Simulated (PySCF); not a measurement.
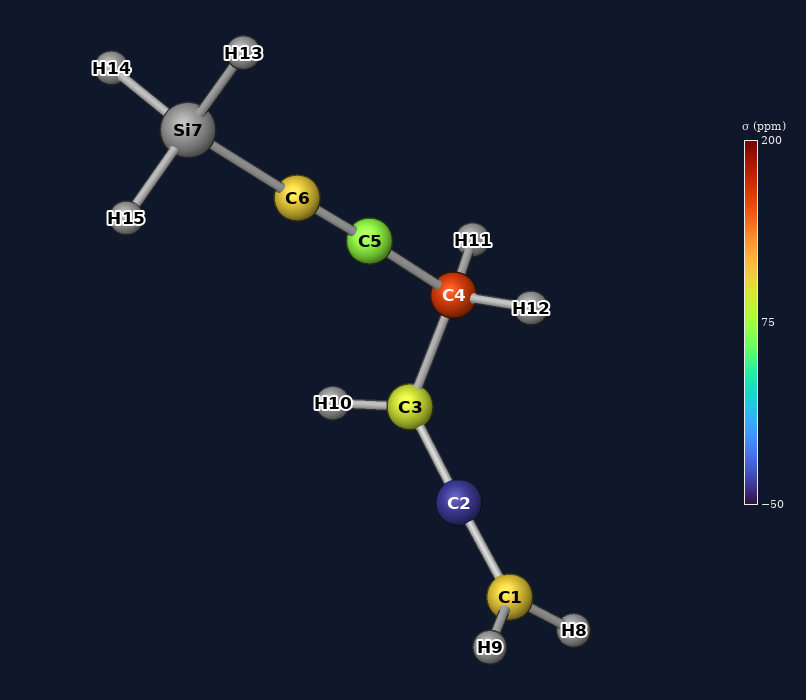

Atoms are coloured by their isotropic NMR shieldings (C only, the others grey). The geometry was computed by an optimisation with GFN2-xTB. No frequency run is at hand to confirm it as a minimum. Method: GIAO PBE0/pcSseg-1 NMR shielding, non-relativistic, gas phase (PySCF 2.14.0).

### Which C atom is the most shielded (lowest chemical shift)?

C4 (161.5 ppm).

### Which C atom is the least shielded (highest chemical shift)?

C2 (−34.6 ppm).

### How wide is the range of C shifts?

196.1 ppm.

List the isotropic NMR shieldings of the C atoms.

```tsv
atom	σ (ppm)
C1	107.2
C2	−34.6
C3	94.3
C4	161.5
C5	70.3
C6	106.7
```

The geometry is semi-empirical. Around Si such bond lengths and angles can be off by a tenth of an ångström or more and by several degrees, and values that hang on the shape move with them.
